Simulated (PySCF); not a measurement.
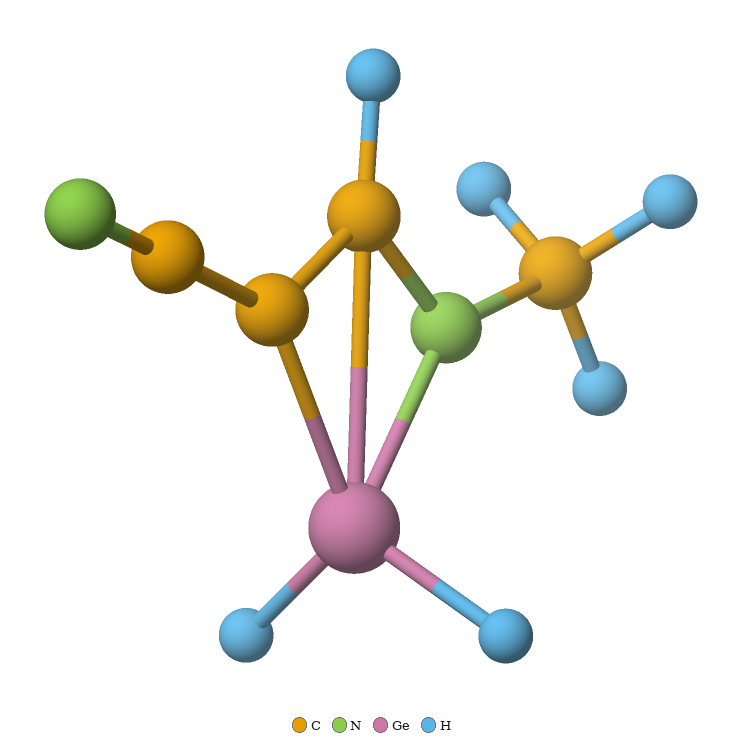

The computed structure is the end point of a GFN2-xTB optimisation. No frequency run is at hand to confirm it as a minimum. Properties computed with B3LYP/pcJ-1 (pcSseg-1 on Ge), gas phase (PySCF 2.14.0).

Computed properties:

The species is C4H6GeN2.
- dipole moment: 6.62 D
- HOMO energy (Kohn–Sham orbital): −5.78 eV
- LUMO energy (Kohn–Sham orbital): −1.40 eV
- HOMO–LUMO gap: 4.38 eV

The geometry is semi-empirical. Around Ge such bond lengths and angles can be off by a tenth of an ångström or more and by several degrees, and values that hang on the shape move with them.
